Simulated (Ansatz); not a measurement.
**As4H16In5 (charge −1): density, localisation and related maps**

Input file:

```
crystal:
  periodic: [false, false, false]
  atoms:
    - {symbol: In, position_ang: [0.269083, -3.353706, -0.186135]}
    - {symbol: In, position_ang: [0.264967, -0.186133, -3.353642]}
    - {symbol: In, position_ang: [-2.903481, -0.002640, 0.000233]}
    - {symbol: In, position_ang: [0.263724, 0.184058, 3.355399]}
    - {symbol: In, position_ang: [0.261044, 3.353530, 0.186669]}
    - {symbol: As, position_ang: [-1.135922, -1.457754, -1.455917]}
    - {symbol: As, position_ang: [1.388604, -1.640078, 1.641770]}
    - {symbol: As, position_ang: [1.383224, 1.644730, -1.643085]}
    - {symbol: As, position_ang: [-1.138780, 1.454063, 1.457258]}
    - {symbol: H, position_ang: [1.595059, -3.958736, -1.162971]}
    - {symbol: H, position_ang: [-0.765949, -4.400084, 0.765292]}
    - {symbol: H, position_ang: [1.591604, -1.161043, -3.960337]}
    - {symbol: H, position_ang: [-0.773681, 0.762542, -4.399053]}
    - {symbol: H, position_ang: [-3.740969, -1.094622, 1.088420]}
    - {symbol: H, position_ang: [-3.740676, 1.086045, -1.091453]}
    - {symbol: H, position_ang: [-0.771149, -0.771366, 4.398042]}
    - {symbol: H, position_ang: [1.585685, 1.163659, 3.964353]}
    - {symbol: H, position_ang: [-0.776453, 4.397310, -0.764921]}
    - {symbol: H, position_ang: [1.585034, 3.961617, 1.164120]}
    - {symbol: H, position_ang: [-2.069571, -2.320962, -2.316648]}
    - {symbol: H, position_ang: [2.414665, -2.447539, 2.448007]}
    - {symbol: H, position_ang: [2.443829, -0.851411, 0.862755]}
    - {symbol: H, position_ang: [2.401728, 2.455835, -2.455282]}
    - {symbol: H, position_ang: [2.445238, 0.869729, -0.860460]}
    - {symbol: H, position_ang: [-2.076868, 2.312954, 2.317576]}
basis:
  gaussian: {orbitals: def2-TZVP, fitting: {mean_field: def2-universal-jkfit}, initial_orbitals: start.molden}
total_charge: -1
hamiltonian: {xc: pbe0, dispersion: d4}
scf: {omitted_lower_state_checks: [starts]}
output: {orbitals: {seedname: orbitals}}
```

Command:

```sh
ansatz run in.yaml --threads 2 --pin off --events-out ev --progress --plain --max-ram 31744MiB --backend cuda --devices 0, --max-vram 18GiB
```

Geometry: PBE-D4/def2-SVP; core potentials replace the inner electrons of In.

Level of theory: Ansatz 0.2.0, RKS PBE0-D4/def2-TZVP.

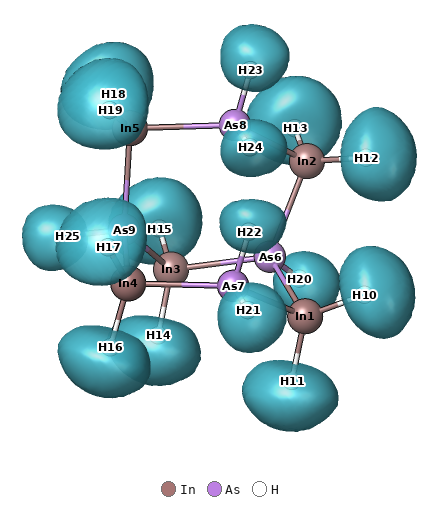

Figure 1. Isosurface of the electron localisation function at 0.9 (cyan), seen at a tilt. Only the valence region is drawn (cores and ρ < 0.01 e/Å³ removed).

**Identify the bonds, lone pairs and shells in this picture.**

The ELF exceeds this value in 16 regions around hydrogen nuclei. Profiles from the grid: In–As (2.68 Å): the ELF peaks at about 0.80 between the atoms, as expected for localised, covalent bonding. As–H (1.53 Å): the ELF climbs to about 1 towards the hydrogen, as it does in any bond to H.

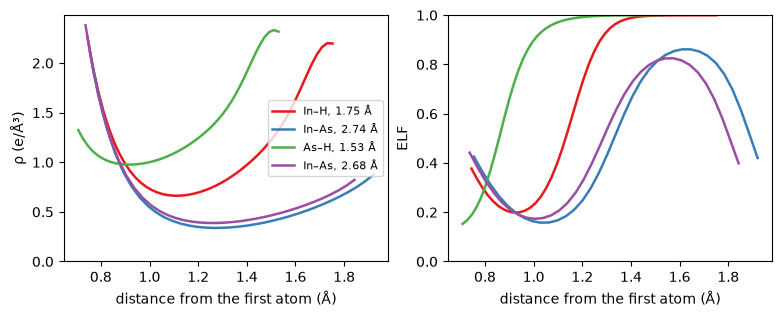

Figure 2. Electron density and electron localisation function along straight lines between neighbouring atoms. The curves leave out the atomic cores.

**Compare the contacts.**

In–H (1.75 Å): ρ is about 1.1 e/Å³ halfway; the ELF climbs to about 1 towards the hydrogen.
In–As (2.74 Å): ρ at the midpoint is about 0.35 e/Å³; the ELF peaks at about 0.85 between the atoms, as expected for a covalent bond.
As–H (1.53 Å): ρ at the midpoint is about 1.1 e/Å³; the ELF climbs to about 1 towards the hydrogen.
In–As (2.68 Å): ρ is about 0.4 e/Å³ halfway; the ELF peaks at about 0.80 between the atoms (a covalent bond).
